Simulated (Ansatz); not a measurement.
# Ag(100) film, 6 layers, flat: channels in plane against thickness

Wanted: in-plane conductance by layer count, from Ag(100) film, 6 layers, flat.

Main program and level: Ansatz 0.2.0; Ansatz plane-wave DFT, PBE, PAW files; ballistic transport by layer matching (Landauer), zero bias.

**1. Starting point**

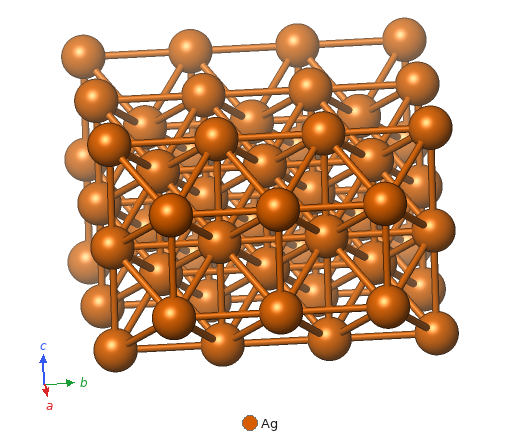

The cell as given, from the side, with the c axis up (silver orange). 1×3×2 cells are drawn. Some periodic images of atoms are drawn too.

The cell holds 6 atoms: 6 Ag. Its edges and angles: a = 21.215 Å, b = 2.889 Å, c = 2.889 Å, α = 90.0°, β = 90.0°, γ = 90.0°. It derives from Ag. Vacuum lies along a. The structure's axis is c.

**2. With 6 layers**

Vacuum lies along the first vector, which takes one k-point, and the current runs in the film's plane. One period is a perfect wire, so its channels are the result. Energies from -0.27 to 0.27 eV in steps of 0.036 eV cover the slope of the Fermi function at 300 K, so the program can form a conductance.

input.yaml

```yaml
crystal:
  lattice:
    - [21.2155, 0.0, 0.0]
    - [0.0, 2.8893797293, 0.0]
    - [0.0, 0.0, 2.8893797293]
  atoms:
    - { symbol: Ag, position: [0.2121090712, 0.0, 0.0] }
    - { symbol: Ag, position: [0.3084113031, 0.5, 0.5] }
    - { symbol: Ag, position: [0.4047135349, 0.0, 0.0] }
    - { symbol: Ag, position: [0.5010157668, 0.5, 0.5] }
    - { symbol: Ag, position: [0.5973179986, 0.0, 0.0] }
    - { symbol: Ag, position: [0.6936202305, 0.5, 0.5] }
kpoints:
  mp_grid: { grid: [1, 14, 14] }
hamiltonian:
  xc: pbe
scf:
  occupations: { method: fermi_dirac, width: 0.1 }
output:
  transmission:
    leads: [[0, 0]]
    kmesh: [1, 42]
    e_range: [-0.27, 0.27]
    de: 0.036
```

Command:

```sh
ansatz run input.yaml --threads 4 --pin off --max-ram 8192MiB --backend cpu --events-out ev --progress --plain --runs-dir out
```

Numbers of over 12 decimals in the logs are rounded to 6 here.

Output:

```text
Engine: ansatz 0.2.0, x86_64-unknown-linux-gnu
Pseudopotentials: kind: paw
Pseudopotential: Ag, paw, valence charge 19, recommended cutoff 420 eV (normal), Ag.paw.azcp
Functional definition: PBE
  parameter kappa = 0.804
  parameter beta = 0.066725
  exchange = pbe_x(kappa = kappa, mu = beta*pi^2/3)
  correlation = pbe_c(beta = beta)
Crystal: 6 atoms, lattice volume = 177.118 Å³
Basis set: ecut = 420 eV, 3427 PW (Γ)
Bands: 69, of which v1, the nominal top of the filled ones, is band 57 counted from 1 (56 counted from 0)
Symmetry: 16 space group operations
Space group: P4/nmm (ITA 129), of the structure as read, at distance tolerance 5.6e-5 Å
k-points: 36 of 196
Non-local potential: Ag, projectors of the file, l = 0: 3, l = 1: 2, l = 2: 2, l = 3: 1
PAW form: soft (Blöchl's): semilocal exchange-correlation on the pseudo side does not see the compensation charge
PAW one-centre angular grid: Ag, 590 points (default); XC on 64 Gauss nodes
Initial density: superposition of atomic densities (neutral atoms: chi_scale 0, normalization atom), corrected by the library's trained network
Initial wavefunctions: pseudopotential atomic-orbital guess
Functional: x = pbe(κ = 0.804, μ = 0.219515), c = pbe(β = 0.066725)
SCF iter   1: F=—  HF=-45542.441389 eV  |F-HF|=—  |Δ(HF+E_count)|=         —  Δρ=1.32e-3  dr2=3.61e-2  ethr=1.77e-3  ⟨swp⟩=6.3  Hψ=9439  notcnv=0  defer=85
preconditioner: auto → LDOS  [metal: Δε(μ)=0.026 eV  Ē_g=9.748 eV  σ=0.100 eV  W_gap=0.06  n_scr=52 (ndim 8)  ℏωp=22.7 eV  f_vac=0.385  D(μ)=1.81/eV (n_scr^D=8)  β→1.0]
SCF iter   2: F=—  HF=-45542.443008 eV  |F-HF|=—  |Δ(HF+E_count)|=   1.62e-3  Δρ=9.66e-4  dr2=2.14e-3  ethr=3.17e-5  ⟨swp⟩=2.4  Hψ=4625  notcnv=0  defer=100
SCF iter   3: F=—  HF=-45542.442792 eV  |F-HF|=—  |Δ(HF+E_count)|=   2.16e-4  Δρ=6.66e-4  dr2=8.92e-4  ethr=1.88e-6  ⟨swp⟩=2.1  Hψ=3949  notcnv=0  defer=100
SCF iter   4: F=—  HF=-45542.442611 eV  |F-HF|=—  |Δ(HF+E_count)|=   1.82e-4  Δρ=1.21e-4  dr2=6.97e-5  ethr=7.83e-7  ⟨swp⟩=2.0  Hψ=3333  notcnv=0  defer=100
SCF iter   5: F=—  HF=-45542.442586 eV  |F-HF|=—  |Δ(HF+E_count)|=   2.42e-5  Δρ=3.40e-5  dr2=2.49e-6  ethr=6.11e-8  ⟨swp⟩=2.0  Hψ=3517  notcnv=0  defer=100
SCF iter   6: F=—  HF=-45542.442586 eV  |F-HF|=—  |Δ(HF+E_count)|=   3.93e-8  Δρ=7.39e-6  dr2=1.33e-7  ethr=2.19e-9  ⟨swp⟩=2.2  Hψ=3951  notcnv=0  defer=100
SCF iter   7: F=-45542.442586 eV  HF=-45542.442586 eV  |F-HF|=1.21e-9  |Δ(HF+E_count)|=   1.74e-8  Δρ=2.53e-6  dr2=1.17e-8  ethr=8.77e-11  ⟨swp⟩=11.0  Hψ=8614  notcnv=0
SCF 1 converged in 7 iterations: F = -45542.442586 eV  dr2 = 1.17e-8
  greatest PAW one-centre occupation: 1.000 electrons in one spin orbital (limit 2), on the Ag atom at site 3 (counted from 0), in its partial waves of l = 0
transmission: 12 of 88 steps passed
transmission: 20 of 88 steps passed
[...]
transmission: 88 of 88 steps passed
SCF converged after 7 iterations
Free energy (F): -45542.442586 eV
Harris-Foulkes:  -45542.442586 eV  (|F-HF|=1.21e-9)
Internal energy: -45542.384519 eV  (E = F + TS)
E sigma→0 (E₀):  -45542.413553 eV
Entropy (-TS):   -0.058067 eV (-9.678 meV/atom)
Fermi energy:    8.268911 eV
--- Per-component energies (eV) ---
  E_band       = -2431.223802
  E_kinetic    = 3164.547681
  E_local      = -104424.997140  (includes V_loc(G=0)·N_el)
  E_nonlocal   = 480.809282
  E_hartree    = 51113.733125
  E_xc         = -1108.209831
  E_vxc        = -1407.909670  (∫ρ·V_xc dr)
  E_paw        = -23413.223019  (= ΣΔE_a)
  E_vpaw       = -2471.149241  (= ΣTr[D̂ρ^β])
  E_aug_tail   = 0.001956  (compensation charges beyond the density's cutoff)
  E_ewald      = 28644.953427
  E_smearing   = -0.058067  (= −TS)
  E_closure    = -0.000000  (closes the sum)
  Σ components = -45542.442586   (vs F -45542.442586, Δ=0.00e0)
--- Band table (eV; the first three rows and the last of 36) ---
  k-point 0: bands = [... 53 lower, 5.2272, 5.2629, 5.2965, 5.4335, 5.4335, 6.9237, 8.6834, 9.6517, ... 8 higher]
  k-point 1: bands = [... 53 lower, 5.2402, 5.2660, 5.2811, 5.4390, 5.5440, 7.1277, 8.8617, 9.8782, ... 8 higher]
  k-point 2: bands = [... 53 lower, 5.1440, 5.1722, 5.3386, 5.4221, 5.9733, 7.6049, 9.3394, 10.4788, ... 8 higher]
  k-point 35: bands = [... 53 lower, 5.7604, 10.3206, 10.3206, 11.5139, 11.5139, 13.0933, 13.0933, 14.8263, ... 8 higher]
--- Transmission ---
  basis      : 527 plane waves across, 4 finite elements along
  points     : 22, standing for a mesh of 1 x 42
  filling    : by the input's occupations and mesh, since the crystals that have channels conduct as metals do. If one of these is a semiconductor, that mesh has misplaced its level
  energies   : 16 from -0.270000 to 0.270000 eV about the Fermi level, 0.036000 eV apart; the leads are filled to 0.000000 eV, and channels, transmission and decay are at 0.018000 eV
  crystal 0  : Ag6, at the sites [0, 0], period 2.8894 Å: whole cells are its period
    offset         : up to 0.0000 Å between an atom of the period and one for which it stands
    filled         : 4.7 meV under the level at which it is neutral
    channels       : 4.023810e0 a spin
    conductance    : 5.0250e14 S/m² at 300 K; may be off by some 0.0 % by where its bands' edges are placed, 4.6 % from the k-mesh, 0.0 % from the distance to neutral
```

The job ended after 3.5 min (4 threads of AMD EPYC 9R45, shared host; peak memory 2.4 GiB; 13 min of CPU time).

This step gave:

```
free energy                                    : -45542.4426 eV
energy at zero smearing                        : -45542.4136 eV
Fermi energy                                   : 8.269 eV
cell area                                      : 61.30 Å²
open channels per spin nearest the Fermi level : 4.024
estimated errors of the lead's conductance     : 0, 4.6, 0 % (band edges, k-mesh, distance from neutral)
lead conductance per cell                      : 3.976 G₀
```

Per spin. The open channels, zone mean, lead by energy, zero at the Fermi level:

```tsv
energy (eV)	open channels, zone mean, lead
-0.270	3.98
-0.234	3.98
-0.198	3.88
-0.162	3.98
-0.126	3.98
-0.090	3.79
-0.054	3.93
-0.018	4.02
0.018	4.02
0.054	3.93
0.090	3.83
0.126	3.93
0.162	4.07
0.198	4.12
0.234	4.12
0.270	4.12
```

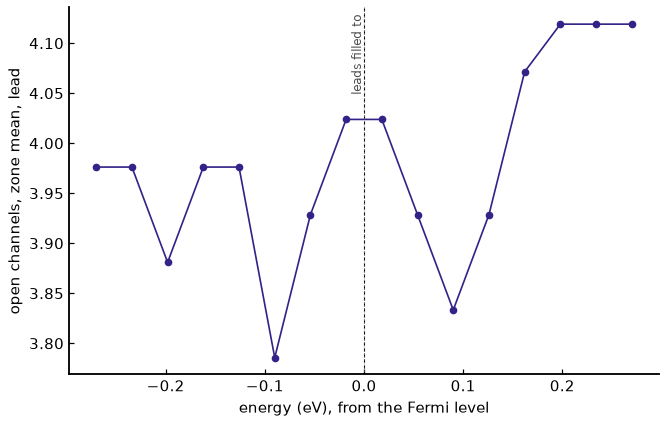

Open channels, zone mean, lead against energy.

The program's largest error estimate for it is 4.6 %, from the k-mesh.

**3. With 7 layers, thickness 14.302 A**

The film grows to 7 layers.

System of this step: Ag(100) film, 7 layers, flat. The cell holds 7 atoms: 7 Ag. Its edges and angles: a = 23.259 Å, b = 2.889 Å, c = 2.889 Å, α = 90.0°, β = 90.0°, γ = 90.0°. It derives from Ag. Vacuum lies along a. The structure's axis is c.

input.yaml, the sections that differ from step 2:

```yaml
crystal:
  lattice:
    - [23.2586, 0.0, 0.0]
    - [0.0, 2.8893797293, 0.0]
    - [0.0, 0.0, 2.8893797293]
  atoms:
    - { symbol: Ag, position: [0.1934768215, 0.0, 0.0] }
    - { symbol: Ag, position: [0.2813195979, 0.5, 0.5] }
    - { symbol: Ag, position: [0.3691623743, 0.0, 0.0] }
    - { symbol: Ag, position: [0.4570051508, 0.5, 0.5] }
    - { symbol: Ag, position: [0.5448479272, 0.0, 0.0] }
    - { symbol: Ag, position: [0.6326907037, 0.5, 0.5] }
    - { symbol: Ag, position: [0.7205334801, 0.0, 0.0] }
# kpoints, hamiltonian, scf, output: as in step 2
```

Output:

```text
[...]
Crystal: 7 atoms, lattice volume = 194.175 Å³
Basis set: ecut = 420 eV, 3777 PW (Γ)
Bands: 80, of which v1, the nominal top of the filled ones, is band 67 counted from 1 (66 counted from 0)
[... 1 set-up line as in the run before ...]
[...]
k-points: 36 of 196
[...]
k-point 35: bands = [... 63 lower, 11.0180, 11.0180, 11.9860, 11.9860, 13.2974, 13.2974, 14.7819, 14.7819, ... 9 higher]
--- Transmission ---
  basis      : 581 plane waves across, 4 finite elements along
  points     : 22, standing for a mesh of 1 x 42
[...]
crystal 0  : Ag7, at the sites [0, 0], period 2.8894 Å: whole cells are its period
[...]
filled         : 18.4 meV under the level at which it is neutral
    channels       : 4.666667e0 a spin
[...]
[key lines of the parts left out:]
SCF converged after 7 iterations
Free energy (F): -53132.988188 eV
Fermi energy:    9.048550 eV
```

Wall time 4.8 min (4 threads); peak memory 2.8 GiB; 18 min of CPU time.

This step gave:

- free energy: -53132.9882 eV
- energy at zero smearing: -53132.9546 eV
- Fermi energy: 9.049 eV
- cell area: 67.20 Å²
- open channels per spin nearest the Fermi level: 4.619
- estimated errors of the lead's conductance: 0, 3.3, 0.1 % (band edges, k-mesh, distance from neutral)
- lead conductance per cell: 4.616 G₀

Per spin. The open channels, zone mean, lead by energy, zero at the Fermi level:

```tsv
energy (eV)	open channels, zone mean, lead
-0.270	4.67
-0.234	4.76
-0.198	4.67
-0.162	4.76
-0.126	4.62
-0.090	4.67
-0.054	4.43
-0.018	4.62
0.018	4.67
0.054	4.67
0.090	4.48
0.126	4.52
0.162	4.52
0.198	4.76
0.234	4.76
0.270	4.67
```

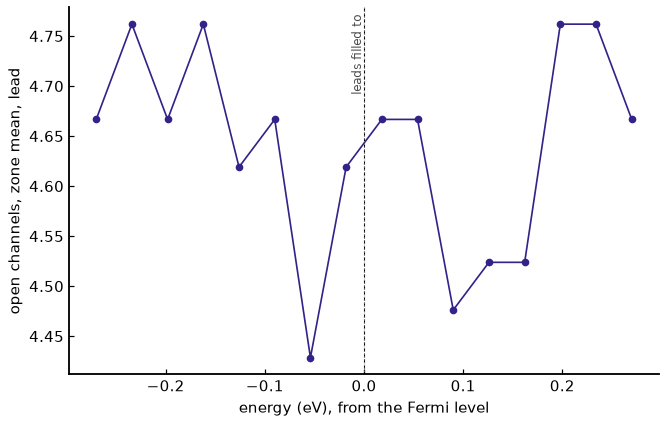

Open channels, zone mean, lead, plotted against energy.

The lead conductance per cell is 4.62 G₀, 16 % over the 3.98 G₀ of the last finished run.

**4. With 8 layers, thickness 16.345 A**

The film grows to 8 layers.

System of this step: Ag(100) film, 8 layers, flat. The cell holds 8 atoms: 8 Ag. Cell: a = 25.302 Å, b = 2.889 Å, c = 2.889 Å, α = 90.0°, β = 90.0°, γ = 90.0°. It derives from Ag. Vacuum lies along a. The structure's axis is c.

input.yaml, the sections that differ from step 3:

```yaml
crystal:
  lattice:
    - [25.3017, 0.0, 0.0]
    - [0.0, 2.8893797293, 0.0]
    - [0.0, 0.0, 2.8893797293]
  atoms:
    - { symbol: Ag, position: [0.177853662, 0.0, 0.0] }
    - { symbol: Ag, position: [0.2586031769, 0.5, 0.5] }
    - { symbol: Ag, position: [0.3393526917, 0.0, 0.0] }
    - { symbol: Ag, position: [0.4201022066, 0.5, 0.5] }
    - { symbol: Ag, position: [0.5008517214, 0.0, 0.0] }
    - { symbol: Ag, position: [0.5816012363, 0.5, 0.5] }
    - { symbol: Ag, position: [0.6623507511, 0.0, 0.0] }
    - { symbol: Ag, position: [0.743100266, 0.5, 0.5] }
# kpoints, hamiltonian, scf, output: as in step 3
```

Output:

```text
[...]
Crystal: 8 atoms, lattice volume = 211.232 Å³
Basis set: ecut = 420 eV, 4097 PW (Γ)
Bands: 92, of which v1, the nominal top of the filled ones, is band 76 counted from 1 (75 counted from 0)
[... 1 set-up line as in the run before ...]
[...]
k-points: 36 of 196
[...]
k-point 35: bands = [... 72 lower, 11.6215, 11.6215, 12.4220, 12.4220, 13.5282, 13.5282, 14.8074, 14.8074, ... 12 higher]
--- Transmission ---
  basis      : 633 plane waves across, 4 finite elements along
  points     : 22, standing for a mesh of 1 x 42
[...]
crystal 0  : Ag8, at the sites [0, 0], period 2.8894 Å: whole cells are its period
[...]
filled         : 26.3 meV under the level at which it is neutral
    channels       : 5.500000e0 a spin
[...]
[key lines of the parts left out:]
SCF converged after 7 iterations
Free energy (F): -60723.537745 eV
Fermi energy:    9.719454 eV
```

Run time: 6.5 min. Hardware: 4 threads; peak memory 3.4 GiB.

This step gave:

```yaml
free_energy: -60723.5377 eV
energy_at_zero_smearing: -60723.5012 eV
fermi_energy: 9.719 eV
cell_area: 73.11 Å²
open_channels_per_spin_nearest_the_fermi_level: 5.5
estimated_errors_of_the_lead_s_conductance: 0, 4.5, 0.2 % (band edges, k-mesh, distance from neutral)
lead_conductance_per_cell: 5.430 G₀
```

Per spin. The open channels, zone mean, lead by energy, zero at the Fermi level:

```tsv
energy (eV)	open channels, zone mean, lead
-0.270	5.36
-0.234	5.36
-0.198	5.31
-0.162	5.40
-0.126	5.40
-0.090	5.21
-0.054	5.26
-0.018	5.5
0.018	5.5
0.054	5.31
0.090	5.26
0.126	5.36
0.162	5.26
0.198	5.5
0.234	5.31
0.270	5.40
```

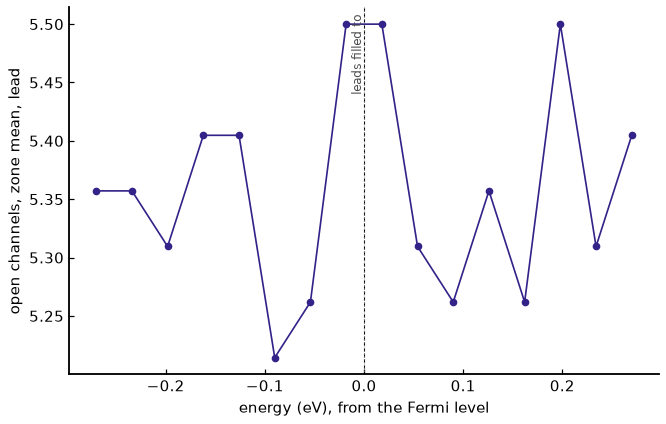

Open channels, zone mean, lead, plotted against energy.

The lead conductance per cell is 5.43 G₀, 18 % over the 4.62 G₀ of the last finished run.

**5. With 10 layers, thickness 20.431 A**

The film grows to 10 layers.

System of this step: Ag(100) film, 10 layers, flat. The cell holds 10 atoms: 10 Ag. Its edges and angles: a = 29.388 Å, b = 2.889 Å, c = 2.889 Å, α = 90.0°, β = 90.0°, γ = 90.0°. It derives from Ag. Vacuum lies along a. The structure's axis is c.

input.yaml, the sections that differ from step 4:

```yaml
crystal:
  lattice:
    - [29.3879, 0.0, 0.0]
    - [0.0, 2.8893797293, 0.0]
    - [0.0, 0.0, 2.8893797293]
  atoms:
    - { symbol: Ag, position: [0.153124245, 0.0, 0.0] }
    - { symbol: Ag, position: [0.222646055, 0.5, 0.5] }
    - { symbol: Ag, position: [0.292167865, 0.0, 0.0] }
    - { symbol: Ag, position: [0.361689675, 0.5, 0.5] }
    - { symbol: Ag, position: [0.431211485, 0.0, 0.0] }
    - { symbol: Ag, position: [0.500733295, 0.5, 0.5] }
    - { symbol: Ag, position: [0.570255105, 0.0, 0.0] }
    - { symbol: Ag, position: [0.639776915, 0.5, 0.5] }
    - { symbol: Ag, position: [0.709298725, 0.0, 0.0] }
    - { symbol: Ag, position: [0.778820535, 0.5, 0.5] }
# kpoints, hamiltonian, scf, output: as in step 4
```

Output:

```text
[...]
Crystal: 10 atoms, lattice volume = 245.345 Å³
Basis set: ecut = 420 eV, 4767 PW (Γ)
Bands: 114, of which v1, the nominal top of the filled ones, is band 95 counted from 1 (94 counted from 0)
[... 1 set-up line as in the run before ...]
[...]
k-points: 36 of 196
[...]
k-point 35: bands = [... 91 lower, 12.5938, 13.1661, 13.1661, 13.9847, 13.9847, 14.9599, 14.9599, 16.0283, ... 15 higher]
--- Transmission ---
  basis      : 735 plane waves across, 4 finite elements along
  points     : 22, standing for a mesh of 1 x 42
[...]
crystal 0  : Ag10, at the sites [0, 0], period 2.8894 Å: whole cells are its period
[...]
filled         : 26.0 meV under the level at which it is neutral
    channels       : 6.690476e0 a spin
[...]
[key lines of the parts left out:]
SCF converged after 7 iterations
Free energy (F): -75904.631400 eV
Fermi energy:    10.790547 eV
```

The job ended after 11 min (4 threads; peak memory 4.5 GiB).

Numbers from this step:

- free energy: -75904.6314 eV
- energy at zero smearing: -75904.5860 eV
- Fermi energy: 10.79 eV
- cell area: 84.91 Å²
- open channels per spin nearest the Fermi level: 6.690
- estimated errors of the lead's conductance: 0, 3.1, 0.1 % (band edges, k-mesh, distance from neutral)
- lead conductance per cell: 6.678 G₀

Per spin. The open channels, zone mean, lead by energy, zero at the Fermi level:

```tsv
energy (eV)	open channels, zone mean, lead
-0.270	6.71
-0.234	6.62
-0.198	6.43
-0.162	6.57
-0.126	6.62
-0.090	6.67
-0.054	6.71
-0.018	6.69
0.018	6.69
0.054	6.83
0.090	6.55
0.126	6.69
0.162	6.64
0.198	6.79
0.234	6.79
0.270	6.88
```

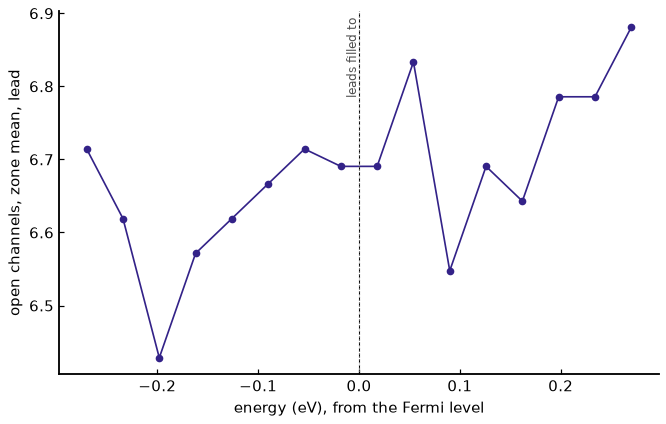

Open channels, zone mean, lead, plotted against energy.

The lead conductance per cell is 6.68 G₀, 23 % over the 5.43 G₀ of the last finished run.

**6. All levels side by side**

Times are for 4 threads of AMD EPYC 9R45, shared host. Results by setting:

```tsv
no.	layers	lead conductance per cell (G₀)	time	memory (GiB)
1	6	3.976	3.5 min	2.4
2	7	4.616	4.8 min	2.8
3	8	5.430	6.5 min	3.4
4	10	6.678	11 min	4.5
```

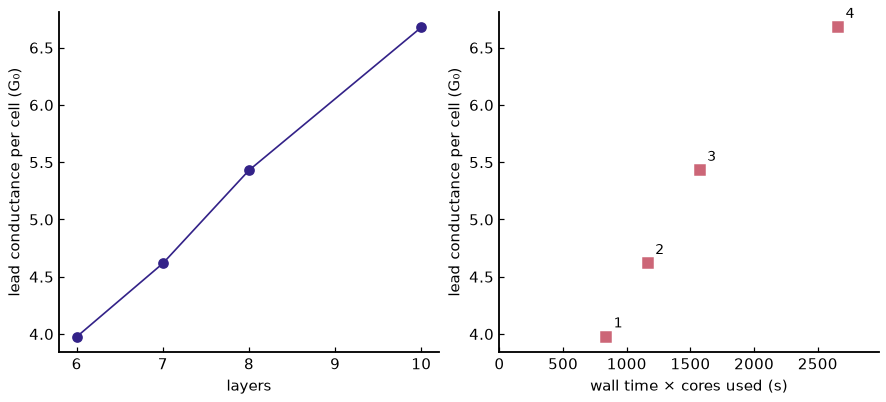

The series as plots; the last panel sets the first result against cost, with the runs numbered as in the table.

The runs together. Table of open channels, zone mean by energy, zero at the Fermi level:

```tsv
energy (eV)	6	7	8	10
-0.270	3.98	4.67	5.36	6.71
-0.234	3.98	4.76	5.36	6.62
-0.198	3.88	4.67	5.31	6.43
-0.162	3.98	4.76	5.40	6.57
-0.126	3.98	4.62	5.40	6.62
-0.090	3.79	4.67	5.21	6.67
-0.054	3.93	4.43	5.26	6.71
-0.018	4.02	4.62	5.5	6.69
0.018	4.02	4.67	5.5	6.69
0.054	3.93	4.67	5.31	6.83
0.090	3.83	4.48	5.26	6.55
0.126	3.93	4.52	5.36	6.69
0.162	4.07	4.52	5.26	6.64
0.198	4.12	4.76	5.5	6.79
0.234	4.12	4.76	5.31	6.79
0.270	4.12	4.67	5.40	6.88
```

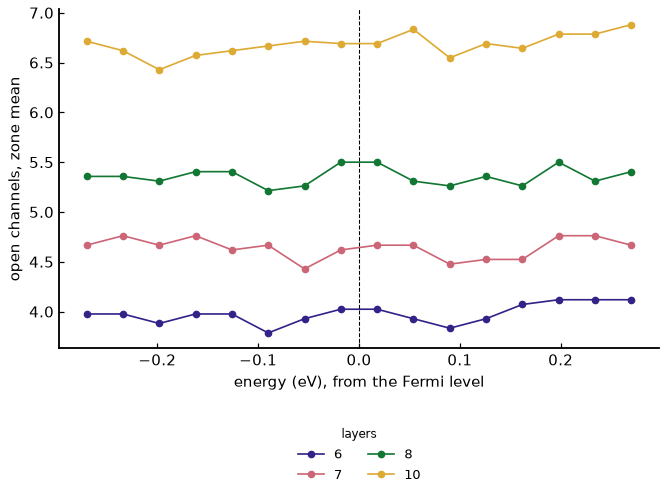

Open channels, zone mean against energy.

**7. Summary of results**

```
conductance per cell, 6 layers  : 3.98 G₀
conductance per cell, 7 layers  : 4.62 G₀
conductance per cell, 8 layers  : 5.43 G₀
conductance per cell, 10 layers : 6.68 G₀
```

In words: The conductance per cell width goes from 3.98 G0 at 6 to 6.68 G0 at 10 layers. Over the film's own cross-section (layers × spacing × width) the conductance runs from 0.87 to 0.88×10¹⁵ S/m²; that nominal section leaves out the charge that spills into the vacuum, which flatters the thinnest films. The gains from one thickness to the next are 0.64, 0.81 and 0.62 G0 per added layer; their spread isn't beyond the error estimates. The film repeats perfectly along the current, so nothing scatters; its faces are clean and not relaxed.

[Logs are printed without paths, hosts, clocks, repeated set-up lines and the standing remarks that a program may print on its own settings, such as how far it seeks lower states.]

[Hosts, paths, dates, database ids (printed as entryN), source tags and the programs' standing remarks are cut or masked in the printed files.]
